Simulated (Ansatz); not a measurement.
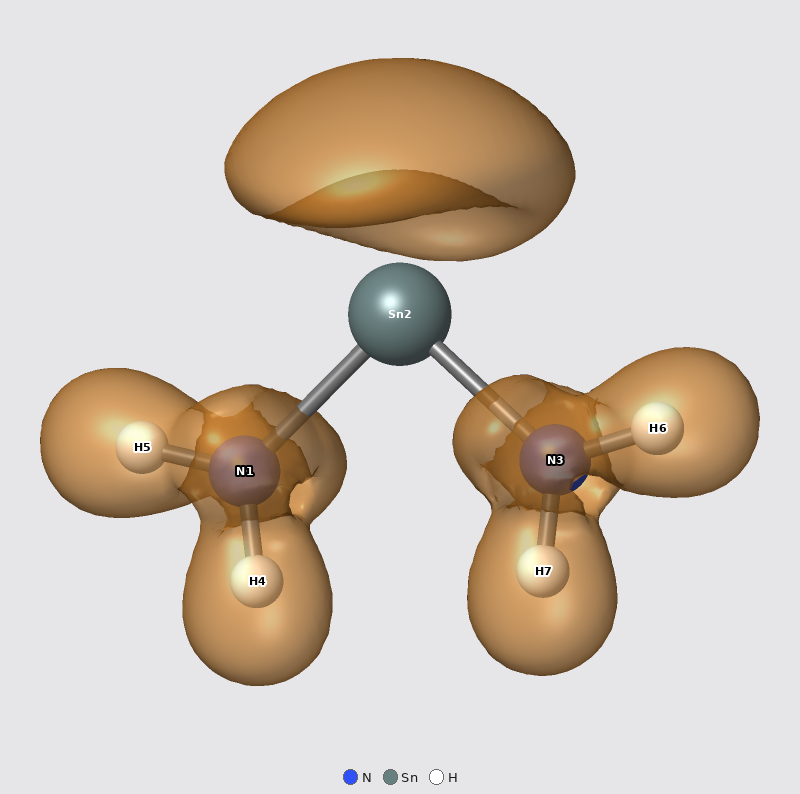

Figure. H4N2Sn. Isosurface of the electron localisation function at 0.75 (orange), seen at a tilt. Core shells and regions of very low density are left out.

Geometry: PBE0-D4/def2-TZVP; core potentials replace the inner electrons of Sn.

These are results of RKS PBE0-D4/def2-TZVPP (Ansatz 0.2.0), not measurements.

```xyz
7

N    -1.3188   -0.1391   -0.6522
Sn    0.3893    0.8781   -1.0058
N     1.3462    0.1426    0.6129
H    -1.4876   -0.7664    0.1192
H    -2.1270   -0.0692   -1.2489
H     2.2926    0.3954    0.8470
H     0.9665   -0.5094    1.2820
```

Question: What do the ELF domains correspond to?

Answer: The ELF exceeds this value in one lobe on Sn, pointing away from the bonds (lone pairs) and two joined regions spread over several atoms (H, N), in which their bonds and any lone pairs are merged.

Values along the shortest contacts:
Sn–N (2.02 Å): the ELF peaks at about 0.90 in the valence shell of N, 0.6 Å from its nucleus, and drops to about 0.15 between the two atoms. N–H (1.01 Å): the ELF climbs to about 1 towards the hydrogen, as it does in any bond to H: a covalent bond by its length.
